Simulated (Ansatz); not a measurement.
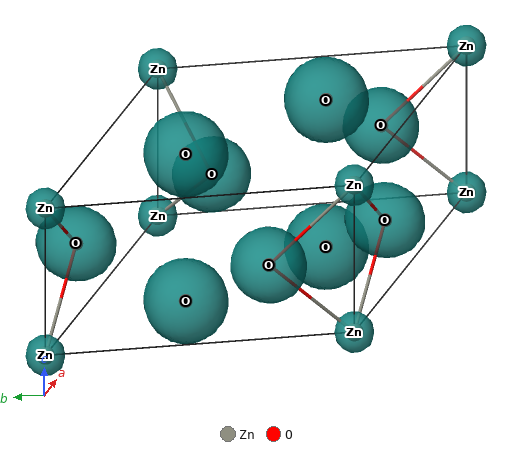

ZnO$_{5}$. Isosurfaces of the magnetisation density (up minus down) at +0.3 (teal) and −0.3 e/Å³ (pink), seen at an oblique angle. Sticks mark near contacts.

Space group P-62m; a structure generated by program, which may or may not match a known phase; spin-polarised.

These are results of Ansatz 0.2.0, DFT PBE, scalar-relativistic, plane waves, PAW, not measurements.

The density is the valence pseudo-density of a PAW calculation; it isn't the true density close to the nuclei.

### Describe the spin distribution.

The spin density sits on O: +1.9 μB (×2) and +1.2 μB (×3) in one cell of 6 atoms, with smaller moments on other sites: Zn (up to +0.16 μB): parallel moments (a ferromagnetic arrangement) in this solution. The cell of the calculation (6 atoms) carries 8.0 μB of net spin moment. Only one sign reaches the isovalue.
